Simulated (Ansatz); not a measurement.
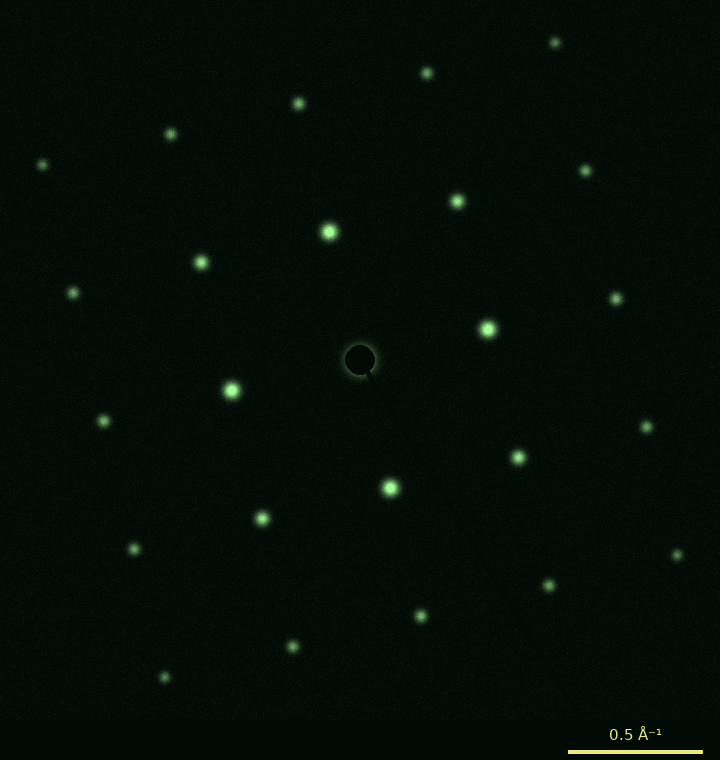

Computed electron diffraction pattern, 80 kV, single scattering only, B = 0.5 Å².

It belongs to Al, space group Fm-3m (No. 225), a = 4.05 Å. Structure: the input geometry of an electronic-structure calculation (not necessarily at equilibrium).

```
atom  site  symmetry       x       y       z
  Al    4a      m-3m  0.0000  0.0000  0.0000
```

> Measure the pattern against the scale bar and name the zone.

The spots form a square net with both shortest vectors at d = 2.02 Å, 90.0° apart. They index as 2 0 0 and 0 2 0, so the zone axis is [001] (or an equivalent direction of <001>).

> Which reflections of this zone are missing, and why?

The lattice centring (F) removes all reflections that break h + k = 2n, h + l = 2n.
